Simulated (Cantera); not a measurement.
A closed system holds: 1 mol Si, 8 mol HBr, held at 0.0100 bar.

These are equilibrium values from Cantera (NASA tables, ideal gas, pure condensed phases), not measurements of a reactor. Candidate condensed phases: Br2, Si; 19 gas species. The tables' values for SiBr3 are old estimates; treat these amounts as uncertain. Kinetics and transport are ignored.

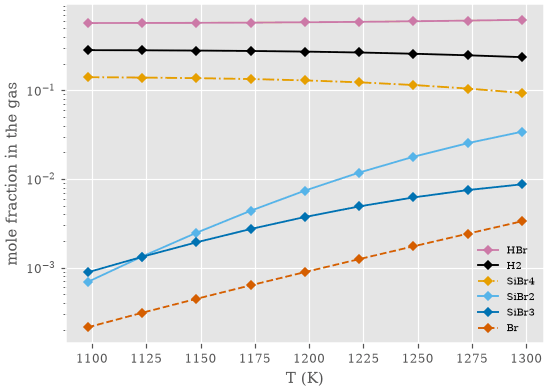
Figure: Equilibrium gas composition (values under 1e-9 drawn at 1e-9)

Read off the mole fractions at 1123 K.

HBr about 0.57, H2 about 0.28, SiBr4 about 0.14, SiBr2 about 0.0013, SiBr3 about 0.0013, Br about 0.00031.
